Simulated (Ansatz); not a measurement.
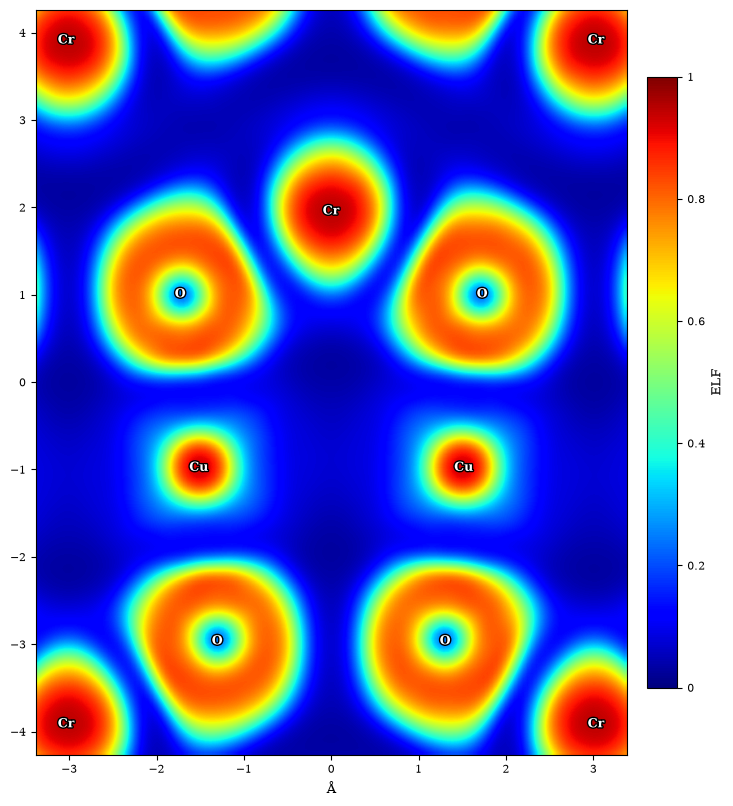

CrCu2O4. Electron localisation function on the (010) plane of the conventional cell.

Space group I4₁/amd; built by placing these elements on a known structure type; not relaxed (largest force 1.7 eV/Å); computed pressure about 5 GPa in this cell; Hubbard U of 3.41 eV on Cr d and 3.87 eV on Cu d only; site moments Cr: +2.6 μB (×4); Cu: −0.8 μB (×8) in one cell of 28 atoms, with smaller moments on O (up to −0.41 μB) (ferrimagnetic (opposed moments on unlike sites) in this solution); spin-polarised.

Theory: DFT, PAW plane waves, PBE+U (Ansatz 0.2.0).

```
Cr Cu O
1.0
     6.06509    0.00000    0.00000
     0.00000    6.06509    0.00000
     0.00000    0.00000    7.82727
Cr Cu O
4 8 16
Direct
  0.00000 0.00000 0.50000
  0.50000 0.50000 0.00000
  0.50000 0.00000 0.25000
  0.00000 0.50000 0.75000
  0.00000 0.75000 0.12500
  0.50000 0.25000 0.62500
  0.25000 0.50000 0.37500
  0.75000 0.00000 0.87500
  0.00000 0.25000 0.12500
  0.50000 0.75000 0.62500
  0.25000 0.00000 0.87500
  0.75000 0.50000 0.37500
  0.00000 0.28493 0.37874
  0.50000 0.78493 0.87874
  0.21507 0.00000 0.12874
  0.71507 0.50000 0.62874
  0.00000 0.71507 0.37874
  0.50000 0.21507 0.87874
  0.78493 0.00000 0.12874
  0.28493 0.50000 0.62874
  0.00000 0.21507 0.87126
  0.50000 0.71507 0.37126
  0.21507 0.50000 0.12126
  0.71507 0.00000 0.62126
  0.50000 0.28493 0.37126
  0.00000 0.78493 0.87126
  0.28493 0.00000 0.62126
  0.78493 0.50000 0.12126
```

Q: Interpret the plot.

A:
- Atoms in the plane: Cr, Cu and O.
- Cr–O (1.97 Å): the ELF peaks at about 0.85 in the valence shell of O, 0.6 Å from its nucleus, and is about 0.20 at the midpoint: no localised pair shows between them.
- Cu–O (2.00 Å): the ELF peaks at about 0.85 in the valence shell of O, 0.6 Å from its nucleus, and is about 0.20 at the midpoint: no shared electron pair shows on this line.
- The features right at Cr and Cu lie inside the PAW spheres, where the map follows smoothed inner orbitals and isn't to be read closely.
